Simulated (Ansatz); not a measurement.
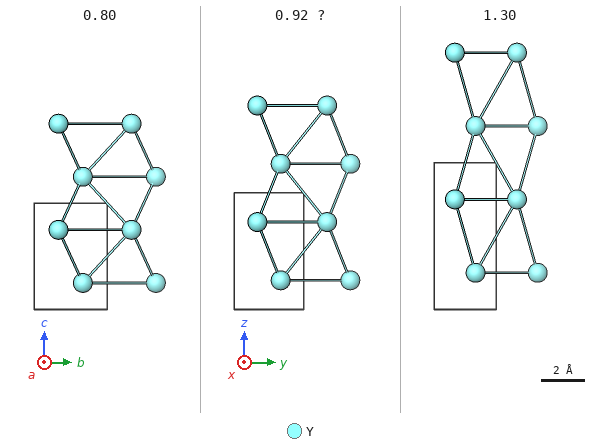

Crystalline Y (P6_3/mmc): the ratio of the cell's length along z to its lengths across, counted as 1 for the reference, is changed at fixed volume (a c/a path), with the atoms kept at their fractional coordinates. x, y and z are the Cartesian axes of the input. The picture is a ball-and-stick view of the cell of the calculation, repeated 2 × 2 × 2 with one cell outlined, seen along the a axis.

Theory: DFT PBEsol, scalar-relativistic, plane waves, PAW (Ansatz). Set-up: plane-wave cutoff 420 eV; k-point mesh 18 × 18 × 10; occupations gaussian; smearing width 0.15 eV; no spin polarisation. Energies (free energies at the smearing named) are counted from the cell as listed in its source, which wasn't relaxed.

| axial ratio over its reference value | energy change (meV/atom) |
| --- | --- |
| 0.80 | 160.7 |
| 0.85 | 84.4 |
| 0.92 | ? |
| 0.96 | 2.3 |
| 1.00 | 0.0 |
| 1.05 | 13.2 |
| 1.10 | 39.7 |
| 1.20 | 120.8 |
| 1.30 | 238.5 |

**Fill in the missing row.**

A straight line between the two neighbours gives 32.2 meV/atom. A cubic through the four nearest rows (0.80, 0.85, 0.96, 1.00) gives, with Lagrange weights, (−0.1400)(160.7) + (0.4655)(84.4) + (0.9545)(2.3) + (−0.2800)(0.0) = 19.0 meV/atom. The calculation gives 18.5 meV/atom, so the cubic is 0.5 meV/atom too high and the straight line 13.7 meV/atom too high, as the curve bends upwards here.

The whole profile:

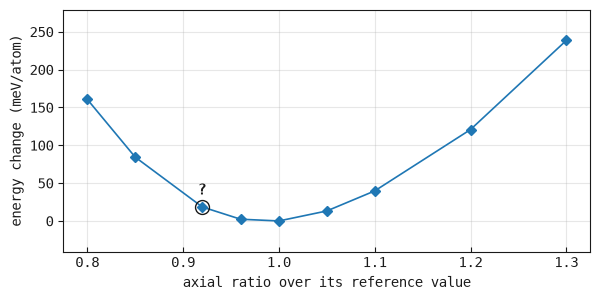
